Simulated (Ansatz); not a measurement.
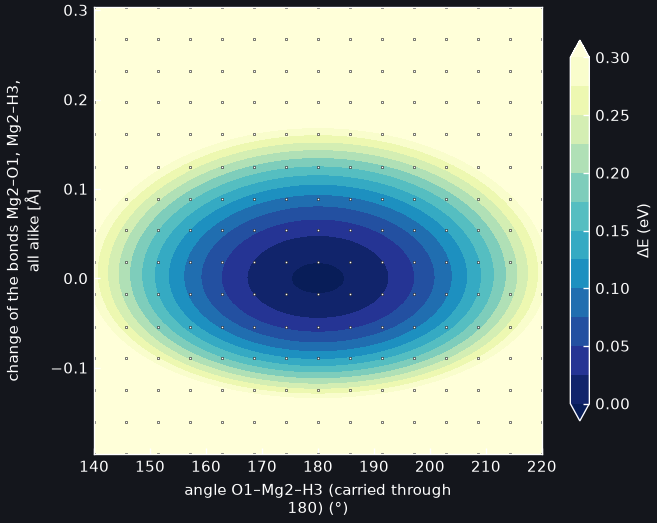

HMgO, SMILES [O-][MgH], charge −1. Coordinates scanned: (1) angle O1–Mg2–H3 (carried through 180); (2) change of the bonds Mg2–O1, Mg2–H3, all alike. Nothing is relaxed (all other coordinates rigid). The scan uses a 15 × 15 grid; 120 points were computed and 105 follow by symmetry. Points are written as (first, second). Energies: eV, counted from the lowest grid point. The restricted reference is unstable at some or all points, so the energies there are unreliable. The calculation used RHF-MP2, frozen core/def2-TZVPD (Ansatz 0.2.0).

The picture shows filled contours, dots at the grid points, one colour for all values above the top of the scale. Between grid points the surface is interpolated.

Where is the minimum, and how stiff is the well along each coordinate?

Answer. The interpolated minimum is at the first coordinate ≈ 180.0°, the second coordinate ≈ 0.000 Å. The curvatures there are about 1.2 eV/rad² and 27 eV/Å², with a cross term of about 0 eV/(rad·Å). Round the minimum the two coordinates are nearly uncoupled.
